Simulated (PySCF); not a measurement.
# Property calculation of AlNH2F

- system: AlNH2F, multiplicity 2
- method: PBE0/3-21G, UKS (PySCF 2.14.0)

The geometry comes from this level: PBE0-D4/def2-TZVP.

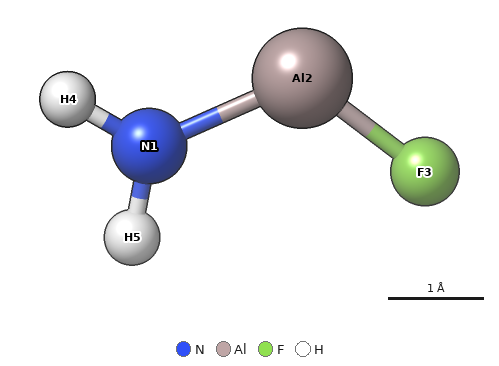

Fig. 1: The structure (ball-and-stick view, seen at an oblique angle; atoms are numbered from 1 in the order of the input). Sticks mark near contacts. Bond lengths as drawn: Al–F 1.66 Å, Al–N 1.77 Å and H–N 1.01 Å.

Input (run.py)
```python
from pyscf import gto, dft

mol = gto.M(
    atom='''
N   -0.384700   0.499000  -0.263800
Al   0.632000  -0.282800   0.949500
F    1.228700  -1.786800   0.590000
H   -0.804300   1.408300  -0.162700
H   -0.621700   0.088600  -1.154400
''',
    basis='3-21g',
    max_memory=1860,
    spin=1,
    verbose=4,
    charge=0,
)

mf = dft.UKS(mol, xc='pbe0')
mf.grids.level = 4
mf.conv_tol = 1e-10
mf.kernel()
if not mf.converged:
    mf = mf.newton().run(mf.mo_coeff, mf.mo_occ)

etot = mf.e_tot
print('E(%s) = %.9f' % ('PBE0', etot))
mf.analyze()
quad = mf.quad_moment()
```

Run on 1 thread of Arm Neoverse V1, 24 GiB of memory available, shared host.

Command:
```bash
OMP_NUM_THREADS=1 python run.py
```

The program's output
```
PySCF version 2.14.0

[INPUT] num. atoms = 5
[INPUT] num. electrons = 31
[INPUT] charge = 0
[INPUT] spin (= nelec alpha-beta = 2S) = 1
[INPUT] symmetry False subgroup None
[INPUT] Mole.unit = angstrom
[INPUT] Symbol           X                Y                Z      unit          X                Y                Z       unit  Magmom
[INPUT]  1 N     -0.384700000000   0.499000000000  -0.263800000000 AA   -0.726977640120   0.942973336158  -0.498509751660 Bohr   0.0
[INPUT]  2 Al     0.632000000000  -0.282800000000   0.949500000000 AA    1.194306910725  -0.534414548027   1.794294955275 Bohr   0.0
[INPUT]  3 F      1.228700000000  -1.786800000000   0.590000000000 AA    2.321906489253  -3.376562639373   1.114938413493 Bohr   0.0
[INPUT]  4 H     -0.804300000000   1.408300000000  -0.162700000000 AA   -1.519906721988   2.661301301225  -0.307458440467 Bohr   0.0
[INPUT]  5 H     -0.621700000000   0.088600000000  -1.154400000000 AA   -1.174842731642   0.167429734636  -2.181499838198 Bohr   0.0

nuclear repulsion = 91.9863945733033
number of shells = 21
number of NR pGTOs = 63
number of NR cGTOs = 35
basis = 3-21g
ecp = {}

******** <class 'pyscf.dft.uks.UKS'> ********
method = UKS
initial guess = minao
damping factor = 0
level_shift factor = 0
DIIS = <class 'pyscf.scf.diis.CDIIS'>
diis_start_cycle = 1
diis_space = 8
diis_damp = 0
SCF conv_tol = 1e-10
SCF conv_tol_grad = None
SCF max_cycles = 50
direct_scf = True
direct_scf_tol = 1e-13
number electrons alpha = 16  beta = 15
XC library pyscf.dft.libxc version 7.0.0
    S. Lehtola, C. Steigemann, M. J.T. Oliveira, and M. A.L. Marques.,  SoftwareX 7, 1–5 (2018)
XC functionals = pbe0
radial grids:
    Treutler-Ahlrichs [JCP 102, 346 (1995); DOI:10.1063/1.469408] (M4) radial grids

becke partition: Becke, JCP 88, 2547 (1988); DOI:10.1063/1.454033
pruning grids: <function nwchem_prune>
grids dens level: 4
symmetrized grids: False
atomic radii adjust function: <function treutler_atomic_radii_adjust>
small_rho_cutoff = 0
Set gradient conv threshold to 1e-05
tot grids = 116824
init E= -395.641420830979
  alpha nocc = 16  HOMO = -0.183166042961714  LUMO = -0.0378520222892096
  beta  nocc = 15  HOMO = -0.327481293403148  LUMO = -0.183166042961717

WARN: HOMO -0.183166042961714 >= LUMO -0.183166042961717

cycle= 1 E= -395.72092868372  delta_E= -0.0795  |g|= 0.51  |ddm|= 1.46
  alpha nocc = 16  HOMO = -0.159143005228571  LUMO = 0.0511028709993306
  beta  nocc = 15  HOMO = -0.15598293148871  LUMO = -0.082910430081383
  HOMO = -0.155982931489  LUMO = -0.0829104300814  gap/eV = 1.98840
cycle= 2 E= -395.541536013832  delta_E= 0.179  |g|= 0.876  |ddm|= 0.966
  alpha nocc = 16  HOMO = -0.208877843848733  LUMO = 0.0229580871988664
  beta  nocc = 15  HOMO = -0.248631948479084  LUMO = -0.0943105325501534
  HOMO = -0.208877843849  LUMO = -0.0943105325502  gap/eV = 3.11754
cycle= 3 E= -395.821438082634  delta_E= -0.28  |g|= 0.0735  |ddm|= 0.606
  alpha nocc = 16  HOMO = -0.212546229755349  LUMO = 0.0207827893312533
  beta  nocc = 15  HOMO = -0.270401870080216  LUMO = -0.0927774546520759
  HOMO = -0.212546229755  LUMO = -0.0927774546521  gap/eV = 3.25907
cycle= 4 E= -395.822782490883  delta_E= -0.00134  |g|= 0.0477  |ddm|= 0.0873
  alpha nocc = 16  HOMO = -0.213604195847812  LUMO = 0.0225175915158986
  beta  nocc = 15  HOMO = -0.259730210581106  LUMO = -0.0901060451556348
  HOMO = -0.213604195848  LUMO = -0.0901060451556  gap/eV = 3.36056
cycle= 5 E= -395.823789600671  delta_E= -0.00101  |g|= 0.00247  |ddm|= 0.0397
  alpha nocc = 16  HOMO = -0.212959432479641  LUMO = 0.0231201661942451
  beta  nocc = 15  HOMO = -0.259822239548217  LUMO = -0.0887076433493812
  HOMO = -0.21295943248  LUMO = -0.0887076433494  gap/eV = 3.38106
cycle= 6 E= -395.823798257623  delta_E= -8.66e-06  |g|= 0.000677  |ddm|= 0.00628
  alpha nocc = 16  HOMO = -0.213170947711427  LUMO = 0.0230363498608686
  beta  nocc = 15  HOMO = -0.259880513306074  LUMO = -0.0887948906621436
  HOMO = -0.213170947711  LUMO = -0.0887948906621  gap/eV = 3.38444
cycle= 7 E= -395.823798982215  delta_E= -7.25e-07  |g|= 0.000275  |ddm|= 0.00204
  alpha nocc = 16  HOMO = -0.213155147645849  LUMO = 0.0230736679085792
  beta  nocc = 15  HOMO = -0.259967308491054  LUMO = -0.0887604652288529
  HOMO = -0.213155147646  LUMO = -0.0887604652289  gap/eV = 3.38495
cycle= 8 E= -395.823799070501  delta_E= -8.83e-08  |g|= 7.66e-05  |ddm|= 0.000609
  alpha nocc = 16  HOMO = -0.213155603898927  LUMO = 0.0230789483294762
  beta  nocc = 15  HOMO = -0.259970270872512  LUMO = -0.0887612857719544
  HOMO = -0.213155603899  LUMO = -0.088761285772  gap/eV = 3.38494
cycle= 9 E= -395.823799076596  delta_E= -6.09e-09  |g|= 1.47e-05  |ddm|= 0.000145
  alpha nocc = 16  HOMO = -0.213155368289891  LUMO = 0.0230792717066448
  beta  nocc = 15  HOMO = -0.25998110139126  LUMO = -0.0887603786586921
  HOMO = -0.21315536829  LUMO = -0.0887603786587  gap/eV = 3.38496
cycle= 10 E= -395.823799076937  delta_E= -3.41e-10  |g|= 3.09e-06  |ddm|= 3.78e-05
  alpha nocc = 16  HOMO = -0.213155562347019  LUMO = 0.0230793976062258
  beta  nocc = 15  HOMO = -0.259981190952953  LUMO = -0.0887604251640561
  HOMO = -0.213155562347  LUMO = -0.0887604251641  gap/eV = 3.38496
cycle= 11 E= -395.823799076946  delta_E= -9.09e-12  |g|= 9.62e-07  |ddm|= 6.33e-06
  alpha nocc = 16  HOMO = -0.21315563291969  LUMO = 0.0230793532531131
  beta  nocc = 15  HOMO = -0.259981641160424  LUMO = -0.0887604894394376
  HOMO = -0.21315563292  LUMO = -0.0887604894394  gap/eV = 3.38496
```

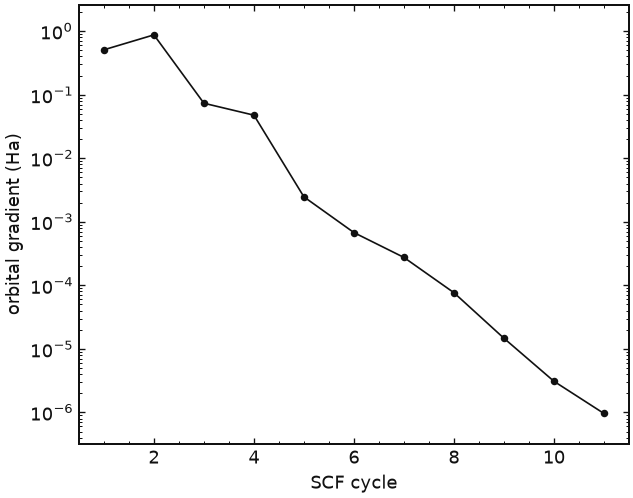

Fig. 2: Convergence of the self-consistent field: orbital gradient against the SCF cycle. The residual falls almost steadily, with no more than small rises.

```
Extra cycle  E= -395.823799076948  delta_E= -1.65e-12  |g|= 1.54e-06  |ddm|= 2.07e-06
converged SCF energy = -395.823799076948  <S^2> = 0.75231978  2S+1 = 2.0023184
E(PBE0) = -395.823799077
**** SCF Summaries ****
Total Energy =                        -395.823799076947523
Nuclear Repulsion Energy =              91.986394573303286
One-electron Energy =                 -733.426634326374938
Two-electron Energy =                  245.616440676124114
Two-electron Coulomb Energy =          282.157117972124354
DFT Exchange-Correlation Energy =      -36.540677296000240
HOMO-LUMO gap [eV] =                     3.384964268254433
**** MO energy ****
                             alpha | beta                alpha | beta
MO #1   energy= -55.7645793686214  | -55.7616826046553  occ= 1 | 1
MO #2   energy= -24.5780512934089  | -24.5757917826753  occ= 1 | 1
MO #3   energy= -14.2881695582441  | -14.2862052911817  occ= 1 | 1
MO #4   energy= -4.16506938284576  | -4.15986910318945  occ= 1 | 1
MO #5   energy= -2.6908622146262   | -2.68726455324098  occ= 1 | 1
MO #6   energy= -2.69074769027109  | -2.68522992241239  occ= 1 | 1
MO #7   energy= -2.68770462706836  | -2.68274709710814  occ= 1 | 1
MO #8   energy= -1.13542664445034  | -1.12949796657041  occ= 1 | 1
MO #9   energy= -0.847990057763596 | -0.844716038257298 occ= 1 | 1
MO #10  energy= -0.493119359360911 | -0.490419830953068 occ= 1 | 1
MO #11  energy= -0.458977304488652 | -0.445998062705323 occ= 1 | 1
MO #12  energy= -0.406723580067276 | -0.393699714633833 occ= 1 | 1
MO #13  energy= -0.369924875253947 | -0.367493369172478 occ= 1 | 1
MO #14  energy= -0.368477278436422 | -0.360213306602375 occ= 1 | 1
MO #15  energy= -0.260368542389606 | -0.259981641160424 occ= 1 | 1
MO #16  energy= -0.21315563291969  | -0.0887604894394376 occ= 1 | 0
MO #17  energy= -0.00355535795247297 | 0.0230793532531131 occ= 0 | 0
MO #18  energy= 0.0671772106673436 | 0.0804090871800769 occ= 0 | 0
MO #19  energy= 0.0709271784321288 | 0.0891617447213529 occ= 0 | 0
MO #20  energy= 0.174198492249357  | 0.186799483842161  occ= 0 | 0
MO #21  energy= 0.199852728813137  | 0.207742253471392  occ= 0 | 0
MO #22  energy= 0.223635899609313  | 0.251515786956555  occ= 0 | 0
MO #23  energy= 0.237341484409781  | 0.255843761092936  occ= 0 | 0
MO #24  energy= 0.361234385943444  | 0.37247417668118   occ= 0 | 0
MO #25  energy= 0.379304675369747  | 0.404052281319073  occ= 0 | 0
MO #26  energy= 1.00246428947406   | 1.00680664773333   occ= 0 | 0
MO #27  energy= 1.02680269133478   | 1.02863827808484   occ= 0 | 0
MO #28  energy= 1.12635700705493   | 1.12678446788049   occ= 0 | 0
MO #29  energy= 1.2921958766799    | 1.29843986112058   occ= 0 | 0
MO #30  energy= 1.30749861260158   | 1.31292985655733   occ= 0 | 0
MO #31  energy= 1.91822744279038   | 1.91996708467041   occ= 0 | 0
MO #32  energy= 1.93264646339067   | 1.93804877747035   occ= 0 | 0
MO #33  energy= 2.10079112227888   | 2.10887659439316   occ= 0 | 0
MO #34  energy= 2.25040363667802   | 2.25501600003976   occ= 0 | 0
MO #35  energy= 3.33335758961753   | 3.33957722494929   occ= 0 | 0

To work with the spin densities directly, `use mulliken_meta_spin()` only printing them here.

 ** Mulliken spin pop alpha/beta on meta-lowdin orthogonal AOs **
 ** Mulliken Spin Density (per AO)  **
spin_pop of  0 N 1s        0.00000
spin_pop of  0 N 2s        0.02541
spin_pop of  0 N 3s        0.00074
spin_pop of  0 N 2px      -0.00302
spin_pop of  0 N 2py       0.00156
spin_pop of  0 N 2pz       0.02085
spin_pop of  0 N 3px      -0.00008
spin_pop of  0 N 3py       0.00001
spin_pop of  0 N 3pz       0.00042
spin_pop of  1 Al 1s        0.00001
spin_pop of  1 Al 2s        0.00015
spin_pop of  1 Al 3s        0.48798
spin_pop of  1 Al 4s        0.01137
spin_pop of  1 Al 2px      -0.00002
spin_pop of  1 Al 2py      -0.00002
spin_pop of  1 Al 2pz       0.00001
spin_pop of  1 Al 3px       0.04158
spin_pop of  1 Al 3py       0.05718
spin_pop of  1 Al 3pz       0.27422
spin_pop of  1 Al 4px       0.00019
spin_pop of  1 Al 4py       0.00022
spin_pop of  1 Al 4pz       0.00135
spin_pop of  2 F 1s       -0.00000
spin_pop of  2 F 2s        0.00276
spin_pop of  2 F 3s        0.00006
spin_pop of  2 F 2px      -0.00540
spin_pop of  2 F 2py       0.02917
spin_pop of  2 F 2pz       0.03480
spin_pop of  2 F 3px      -0.00000
spin_pop of  2 F 3py       0.00017
spin_pop of  2 F 3pz       0.00025
spin_pop of  3 H 1s       -0.00072
spin_pop of  3 H 2s        0.00002
spin_pop of  4 H 1s        0.01848
spin_pop of  4 H 2s        0.00030
 ** Mulliken Spin Density (per atom)  **
spin density of  0 N =      0.04590
spin density of  1 Al =      0.87421
spin density of  2 F =      0.06181
spin density of  3 H =     -0.00070
spin density of  4 H =      0.01878
 ** Mulliken pop alpha/beta on meta-lowdin orthogonal AOs **
 ** Mulliken pop       alpha | beta **
pop of  0 N 1s        0.99981 | 0.99981
pop of  0 N 2s        0.67532 | 0.64991
pop of  0 N 3s        0.00191 | 0.00117
pop of  0 N 2px       0.79527 | 0.79829
pop of  0 N 2py       0.66480 | 0.66324
pop of  0 N 2pz       0.69431 | 0.67345
pop of  0 N 3px       0.00475 | 0.00483
pop of  0 N 3py       0.00152 | 0.00151
pop of  0 N 3pz       0.00245 | 0.00203
pop of  1 Al 1s        1.00000 | 0.99999
pop of  1 Al 2s        0.99981 | 0.99966
pop of  1 Al 3s        0.76703 | 0.27906
pop of  1 Al 4s        0.01703 | 0.00567
pop of  1 Al 2px       0.99975 | 0.99978
pop of  1 Al 2py       0.99975 | 0.99977
pop of  1 Al 2pz       0.99975 | 0.99975
pop of  1 Al 3px       0.22818 | 0.18660
pop of  1 Al 3py       0.19998 | 0.14280
pop of  1 Al 3pz       0.40795 | 0.13373
pop of  1 Al 4px       0.00259 | 0.00240
pop of  1 Al 4py       0.00911 | 0.00889
pop of  1 Al 4pz       0.00245 | 0.00110
pop of  2 F 1s        0.99991 | 0.99991
pop of  2 F 2s        0.91711 | 0.91435
pop of  2 F 3s        0.00123 | 0.00117
pop of  2 F 2px       0.93140 | 0.93679
pop of  2 F 2py       0.92764 | 0.89847
pop of  2 F 2pz       0.95369 | 0.91889
pop of  2 F 3px       0.00018 | 0.00018
pop of  2 F 3py       0.00061 | 0.00044
pop of  2 F 3pz       0.00036 | 0.00011
pop of  3 H 1s        0.38565 | 0.38637
pop of  3 H 2s        0.00534 | 0.00532
pop of  4 H 1s        0.39786 | 0.37938
pop of  4 H 2s        0.00549 | 0.00519
In total            16.00000 | 15.00000
 ** Mulliken atomic charges   ( Nelec_alpha | Nelec_beta ) **
charge of  0N =     -0.63438  (     3.84014      3.79424 )
charge of  1Al =      0.60742  (     6.63340      5.75919 )
charge of  2F =     -0.40243  (     4.73212      4.67031 )
charge of  3H =      0.21732  (     0.39099      0.39169 )
charge of  4H =      0.21207  (     0.40335      0.38457 )
Dipole moment(X, Y, Z, Debye): -1.26683,  1.97685, -0.48351
Traceless quadrupole moment (Debye*A):
```

Results in brief

```csv
quantity,value
outcome,converged
total energy,−395.823799 hartree
basis functions,35
⟨S²⟩,0.752
dipole moment,2.40 D
wall time,6 s
peak memory,0.24 GiB
```

The record of the run, not the program, notes: logged alpha LUMO and gap are faulty.
